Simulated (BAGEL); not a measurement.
# CH5AsSi (SMILES C1[SiH2][AsH]1): a chain of runs

Aim: the energy (HF/6-31G*), then the energy (NEVPT2(2,2)/6-31G*), then the energy (CASPT2(2,2)/6-31G*) of CH5AsSi. 

The calculation is run with BAGEL 1.2.2.

1 further run of the same task is left out (set aside as unsound or not needed).

## Step 1: The molecule

CH5AsSi has 8 atoms, charge 0, and is taken as a singlet. SMILES: `C1[SiH2][AsH]1`. The Si2–H7 distance was set to 2.809 Å, away from the relaxed value. At this shape a bond of the SMILES string is far longer than usual.

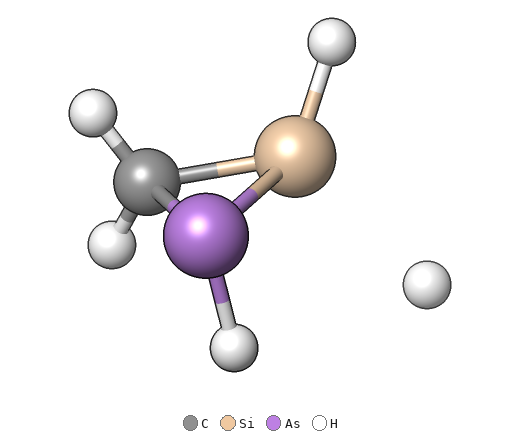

The structure, seen from a chosen angle (carbon grey, silicon light orange, arsenic purple, hydrogen white).

## Step 2: The energy at HF/6-31G(d) (density fitting with svp-jkfit, spherical functions) (run 1)

hf.json

```json
{ "bagel": [

{
  "title": "molecule",
  "basis": "6-31gs.json",
  "df_basis": "svp-jkfit",
  "angstrom": true,
  "geometry": [
    { "atom": "C", "xyz": [      -1.970038,       0.234627,      -0.042463 ] },
    { "atom": "Si", "xyz": [      -0.491938,       0.879827,       0.849237 ] },
    { "atom": "As", "xyz": [      -1.737838,      -0.905973,       1.640737 ] },
    { "atom": "H", "xyz": [      -1.866938,      -0.307273,      -0.975763 ] },
    { "atom": "H", "xyz": [      -2.890438,       0.808527,       0.011237 ] },
    { "atom": "H", "xyz": [      -0.618438,       2.190627,       1.524037 ] },
    { "atom": "H", "xyz": [       2.040800,       0.422300,      -0.277100 ] },
    { "atom": "H", "xyz": [      -0.771338,      -1.862673,       0.949137 ] }
  ]
},

{ "title": "hf" },

{ "title": "print", "file": "orbitals.molden", "orbitals": true }

]}
```

The basis set 6-31G* is read from a file made from the Basis Set Exchange's data (not shown).

On the command line:

```sh
$ BAGEL_NUM_THREADS=1 BAGEL hf.json > hf.out
```

The program printed:

```text
* using 1 threads per process

  ===============================================================
  ===============================================================

  *** Geometry ***

  { "atom" : "C", "xyz" : [     -3.722832,      0.443381,     -0.080243 ] },
  { "atom" : "Si", "xyz" : [     -0.929628,      1.662632,      1.604825 ] },
  { "atom" : "As", "xyz" : [     -3.284038,     -1.712041,      3.100544 ] },
  { "atom" : "H", "xyz" : [     -3.528002,     -0.580662,     -1.843925 ] },
  { "atom" : "H", "xyz" : [     -5.462136,      1.527895,      0.021235 ] },
  { "atom" : "H", "xyz" : [     -1.168678,      4.139685,      2.880013 ] },
  { "atom" : "H", "xyz" : [      3.856553,      0.798031,     -0.523643 ] },
  { "atom" : "H", "xyz" : [     -1.457618,     -3.519942,      1.793609 ] },

  Number of auxiliary basis functions:      559

  Since a DF basis is specified, we compute 2- and 3-index integrals:
    o Being stored without compression. Storage requirement is 0.024 GB

  Number of basis functions:       74
  Number of electrons      :       58

    * METHOD: MOLECULE                             0.36

  *** RHF ***

  === Nuclear Repulsion ===
   241.3512400529

      * DIIS with orbital gradients will be used.

  === RHF iteration (6-31gs.json) ===
      0      -2563.31437892          0.01164327           0.09
      1      -2563.38468022          0.00565901           0.08
      2      -2563.39992578          0.00133051           0.09
      3      -2563.40138415          0.00025335           0.08
      4      -2563.40145654          0.00011221           0.08
      5      -2563.40147154          0.00003741           0.08
      6      -2563.40147398          0.00001468           0.08
      7      -2563.40147427          0.00000574           0.08
      8      -2563.40147432          0.00000164           0.08
      9      -2563.40147432          0.00000066           0.08
     10      -2563.40147432          0.00000026           0.08
     11      -2563.40147432          0.00000010           0.08
     12      -2563.40147432          0.00000004           0.08
     13      -2563.40147432          0.00000002           0.08
     14      -2563.40147432          0.00000001           0.08
     15      -2563.40147432          0.00000000           0.08
    * SCF iteration converged.

    * Permanent dipole moment:
           (    0.736140,    -0.234124,     0.067042) a.u.

    * METHOD: HF                                   1.59

    * METHOD: PRINT                                0.01

  ===============================================================
```

Wall time 2.1 s (1 thread of Arm Neoverse V1, shared host); peak memory 0.14 GiB.

## Step 3: The energy at NEVPT2(2,2)/6-31G(d) (density fitting with svp-jkfit, spherical functions) (run 2)

job.json

```json
{ "bagel": [

{
  "title": "molecule",
  "basis": "6-31gs.json",
  "df_basis": "svp-jkfit",
  "angstrom": "true",
  "geometry": [
    { "atom": "C", "xyz": [      -1.970038,       0.234627,      -0.042463 ] },
    { "atom": "Si", "xyz": [      -0.491938,       0.879827,       0.849237 ] },
    { "atom": "As", "xyz": [      -1.737838,      -0.905973,       1.640737 ] },
    { "atom": "H", "xyz": [      -1.866938,      -0.307273,      -0.975763 ] },
    { "atom": "H", "xyz": [      -2.890438,       0.808527,       0.011237 ] },
    { "atom": "H", "xyz": [      -0.618438,       2.190627,       1.524037 ] },
    { "atom": "H", "xyz": [       2.040800,       0.422300,      -0.277100 ] },
    { "atom": "H", "xyz": [      -0.771338,      -1.862673,       0.949137 ] }
  ]
},

{ "title": "hf" },

{ "title": "nevpt2", "nstate": 1, "nact": 2, "nclosed": 28, "active": [29, 30], "maxiter": 200, "natocc": "true", "ncore": 15 },

{ "title": "print", "file": "orbitals.molden", "orbitals": "true" }

]}
```

The basis set 6-31G* is read from a file made from the Basis Set Exchange's data (not shown).

On the command line:

```sh
$ BAGEL_NUM_THREADS=1 BAGEL job.json > job.out
```

The program printed:

```text
* using 1 threads per process

  ===============================================================
  ===============================================================

  *** Geometry ***

  { "atom" : "C", "xyz" : [     -3.722832,      0.443381,     -0.080243 ] },
  { "atom" : "Si", "xyz" : [     -0.929628,      1.662632,      1.604825 ] },
  { "atom" : "As", "xyz" : [     -3.284038,     -1.712041,      3.100544 ] },
[... 4 lines of this table left out ...]
  { "atom" : "H", "xyz" : [     -1.457618,     -3.519942,      1.793609 ] },

  Number of auxiliary basis functions:      559

  Since a DF basis is specified, we compute 2- and 3-index integrals:
    o Being stored without compression. Storage requirement is 0.024 GB

[... 18 lines left out ...]
    * SCF iteration converged.
[... 1 line left out ...]
    * Permanent dipole moment:
[... 28 lines left out ...]
    * Second-order optimization converged. *

     guess   0:   closed 1.                   open ..

  === FCI iteration ===

      0  0     -2563.39495266     7.51e-02      0.00
      1  0     -2563.46150526     1.11e-02      0.00
      2  0 *   -2563.46298552     2.02e-16      0.00

     * ci vector, state   0, <S^2> = 0.0000
       2.     0.9105467803
       .2    -0.4134060485

  === DF-NEVPT2 calculation ===

    * 3-index integral transformation done
    * assembly done

      NEVPT2 correlation energy:   -0.4529394529      0.12

          (+0)     -0.4234505234
          (+0)'    -0.0042649140
          (+1)     -0.0089993786
          (+1)'    -0.0000000000
          (+2)     -0.0001919623
          (-1)     -0.0155955268
          (-1)'     0.0000000000
          (-2)     -0.0004371477

      NEVPT2 total energy:       -2563.9159249767

    * METHOD: NEVPT2                               5.09

    * METHOD: PRINT                                0.01

  ===============================================================
```

It took 7.2 s on 1 thread of Arm Neoverse V1, shared host; peak memory 0.14 GiB.

## Step 4: The energy at CASPT2(2,2)/6-31G(d) (density fitting with svp-jkfit, spherical functions) (run 3)

calc.json

```json
{ "bagel": [

{
  "title": "molecule",
  "basis": "6-31gs.json",
  "df_basis": "svp-jkfit",
  "angstrom": true,
  "geometry": [
    { "atom": "C", "xyz": [      -1.970038,       0.234627,      -0.042463 ] },
    { "atom": "Si", "xyz": [      -0.491938,       0.879827,       0.849237 ] },
    { "atom": "As", "xyz": [      -1.737838,      -0.905973,       1.640737 ] },
    { "atom": "H", "xyz": [      -1.866938,      -0.307273,      -0.975763 ] },
    { "atom": "H", "xyz": [      -2.890438,       0.808527,       0.011237 ] },
    { "atom": "H", "xyz": [      -0.618438,       2.190627,       1.524037 ] },
    { "atom": "H", "xyz": [       2.040800,       0.422300,      -0.277100 ] },
    { "atom": "H", "xyz": [      -0.771338,      -1.862673,       0.949137 ] }
  ]
},

{ "title": "hf" },

{ "title": "casscf", "nstate": 1, "nact": 2, "nclosed": 28, "active": [29, 30], "maxiter": 200, "natocc": true },

{ "title": "print", "file": "orbitals.molden", "orbitals": true },

{ "title": "smith", "method": "caspt2", "ms": true, "xms": true, "sssr": true, "shift": 0.2, "shift_imag": true, "ncore": 15 }

]}
```

The basis set 6-31G* is read from a file made from the Basis Set Exchange's data (not shown).

On the command line:

```sh
$ BAGEL_NUM_THREADS=1 BAGEL calc.json > calc.out
```

The program printed:

```text
* using 1 threads per process

  ===============================================================
  ===============================================================

  *** Geometry ***

  { "atom" : "C", "xyz" : [     -3.722832,      0.443381,     -0.080243 ] },
  { "atom" : "Si", "xyz" : [     -0.929628,      1.662632,      1.604825 ] },
  { "atom" : "As", "xyz" : [     -3.284038,     -1.712041,      3.100544 ] },
[... 4 lines of this table left out ...]
  { "atom" : "H", "xyz" : [     -1.457618,     -3.519942,      1.793609 ] },

  Number of auxiliary basis functions:      559

  Since a DF basis is specified, we compute 2- and 3-index integrals:
    o Being stored without compression. Storage requirement is 0.024 GB

[... 18 lines left out ...]
    * SCF iteration converged.
[... 1 line left out ...]
    * Permanent dipole moment:
[... 27 lines left out ...]
    * Second-order optimization converged. *
[... 9 lines left out ...]
     * ci vector, state   0, <S^2> = 0.0000
[... 16 lines left out ...]
    * Zeroth order energy : state  0       -0.5016335052
[... 4 lines left out ...]
       #      aibj      arbs      arbi      airj      risj      airs      arst      rist         Etot      error   time
[... 2 lines left out ...]
       0  -0.42127  -0.00060  -0.01663  -0.01006  -0.00034  -0.00413  -0.00000  -0.00000   -0.4530268  0.0005527   0.06
       1  -0.42132  -0.00060  -0.01665  -0.01012  -0.00035  -0.00418   0.00000  -0.00000   -0.4532289  0.0000770   0.06
       2  -0.42132  -0.00060  -0.01665  -0.01012  -0.00035  -0.00418  -0.00000  -0.00000   -0.4532327  0.0000117   0.06
       3  -0.42132  -0.00060  -0.01665  -0.01012  -0.00035  -0.00418   0.00000   0.00000   -0.4532327  0.0000019   0.06
       4  -0.42132  -0.00060  -0.01665  -0.01012  -0.00035  -0.00418   0.00000  -0.00000   -0.4532327  0.0000003   0.06

      ------------------------------------------------------------------------------------------------------------------

    * CASPT2 energy : state  0    -2563.9195607951
        w/o shift correction      -2563.9162182686
        reference weight              0.8635259372

    * METHOD: SMITH                                0.51

  ===============================================================
```

Run time: 7.5 s. Hardware: 1 thread of Arm Neoverse V1, shared host; peak memory 0.15 GiB.

## Step 5: What came out

| quantity | value |
| --- | --- |
| run 1, HF/6-31G*: total energy | -2563.40147 Eh |
| run 1, HF/6-31G*: dipole moment | 1.97 D |
| run 1, HF/6-31G*: HOMO energy | -8.65 eV |
| run 1, HF/6-31G*: LUMO energy | -0.17 eV |
| run 1, HF/6-31G*: HOMO–LUMO gap | 8.49 eV |
| run 2, NEVPT2(2,2)/6-31G*: total energy | -2563.91592 Eh |
| run 3, CASPT2(2,2)/6-31G*: total energy | -2563.91956 Eh |

One bond (run 1, HF/6-31G*) is far stretched, which a spin-restricted single reference describes badly; a broken-symmetry solution may lie lower.
